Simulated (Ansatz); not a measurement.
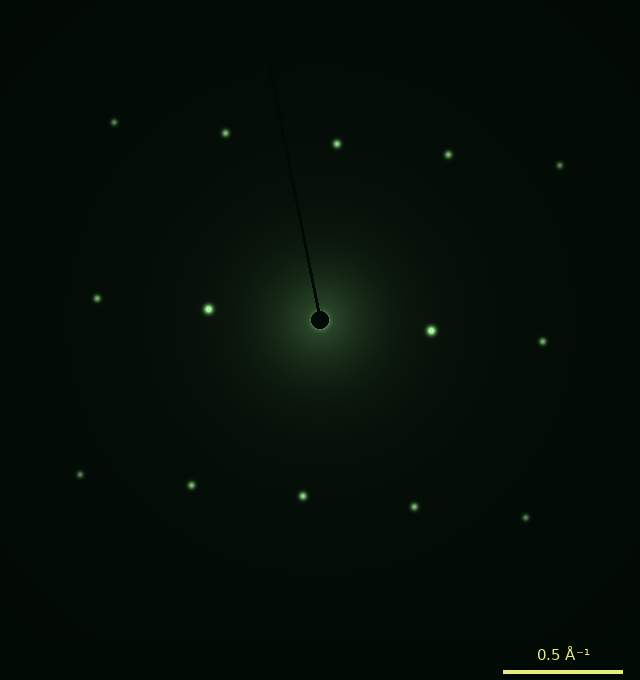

The pattern is a kinematic simulation for 200 kV electrons (no multiple scattering; isotropic B = 1 Å²).

> What net do the spots form, and what spacings does it show?

The spots form a rectangular net whose two shortest vectors correspond to d = 2.12 Å and 1.34 Å, 90.0° apart.

> What is the point symmetry of the pattern, intensities included?

2mm. A zero-layer kinematic pattern is always centrosymmetric (Friedel's law).

> What was simulated?

This cannot be fixed from one zone alone; the pattern is [210] of Ru, space group P6_3/mmc (No. 194), a = 2.680 Å, c = 4.236 Å (hexagonal axes). The net vectors are 0 0 2 and 1 -2 0. Structure: coordinates from a relaxation at fixed volume with DFT r2SCAN, scalar-relativistic, plane waves, PAW (Ansatz).
